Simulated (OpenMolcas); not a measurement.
## Predicting a hybrid from its neighbours: PO (Phosphorus monoxide)

PO: 2 atoms, total charge 0, spin state doublet. SMILES: `O=[P]`. Geometry: relaxed at PBE0-D4/def2-TZVP.

The dipole moment y, in D, basis cc-pVTZ; a is the functional's share of exact exchange. Programs: OpenMolcas 26.06.

| functional | program | a | y (D) |
| --- | --- | --- | --- |
| U-revPBE | OpenMolcas | 0 | 1.72 |
| U-r2SCAN | OpenMolcas | 0 | 1.84 |
| UB3LYP | OpenMolcas | 0.2 | ? |
| UPBE0 | OpenMolcas | 0.25 | 1.98 |
| UBHLYP | OpenMolcas | 0.5 | 2.27 |

Q: Fit y = c + s·a to the known rows and predict UB3LYP.

A: 
1. Means of the 4 rows: a = 0.1875, y = 1.953.
2. Σ(Δa)² = 0.17188, Σ(Δa·Δy) = 0.16562, so the slope is 0.16562/0.17188 = 0.96358.
3. Intercept: 1.953 − (0.96358) × 0.1875 = 1.772. The largest residual of the fit is 0.068.
4. UB3LYP: 1.772 + (0.96358) × 0.2 = 1.96 D.

The run gave 2.01 D, so the prediction is off by -0.05 D, within the scatter of the fit. More exact exchange makes the molecule more polar here. The rows mix families of semi-local functionals, which the line can't see.

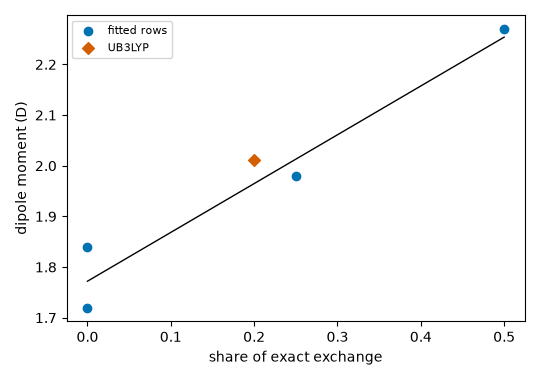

The fitted line, with the withheld row.
